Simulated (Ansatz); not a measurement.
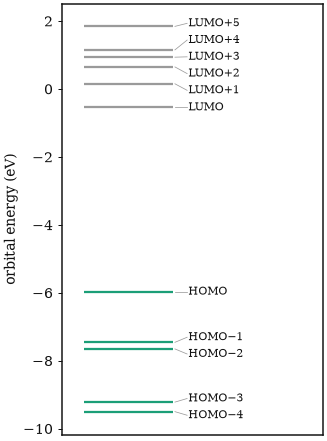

Kohn-Sham orbital energies near the frontier, BLYP/def2-TZVPP, the Ansatz code, at a PBE0-D4/def2-TZVP geometry (a minimum by its frequencies), isolated molecule; empty levels in grey, levels within 0.03 eV side by side.

### Which molecule has this level scheme?
A. CH₆AlFSi, SMILES F[C@@H]([AlH2])[SiH3], singlet
B. CH₈BNSi, SMILES CBN[SiH3]
C. C₂H₇FSSi, SMILES C[Si](C)(F)S

C. HOMO −5.97 eV, LUMO −0.54 eV, separation 5.43 eV.

Note: empty levels above zero depend strongly on the basis.
